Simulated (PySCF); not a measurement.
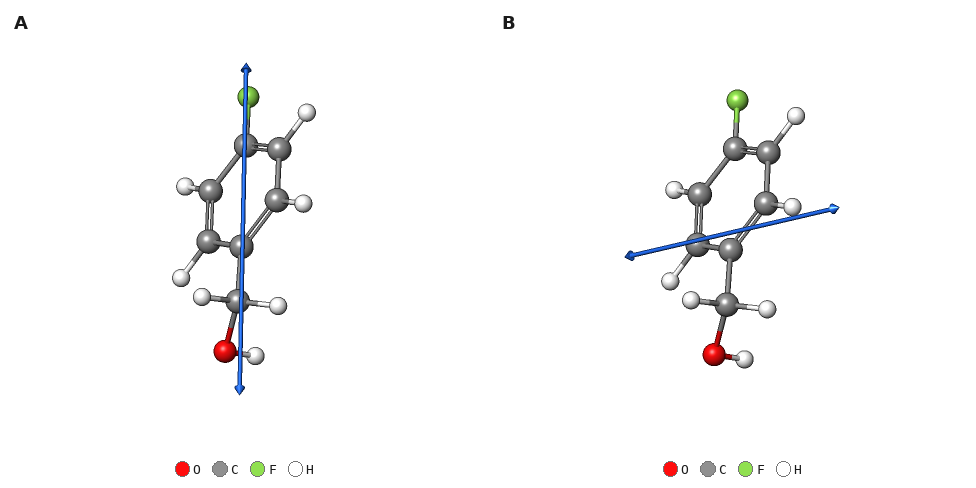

The double arrows show the directions of two transition dipoles from the ground state (lengths mean nothing). Computed geometry: PBE0-D3(BJ)/def2-SVP optimisation. No frequency run is at hand to confirm it as a minimum. Method: TDDFT CAM-B3LYP/def2-SVPD, vertical, gas phase, core orbitals frozen in the response (PySCF 2.14.0).

One belongs to singlet state 2 and one to singlet state 7. Which is which?

Answer. A: state 2, 6.03 eV (206 nm), oscillator strength 0.036, mainly HOMO → LUMO+1 (weight 0.67).
B: state 7, 7.43 eV (167 nm), oscillator strength 0.041, mainly HOMO−2 → LUMO (weight 0.60).
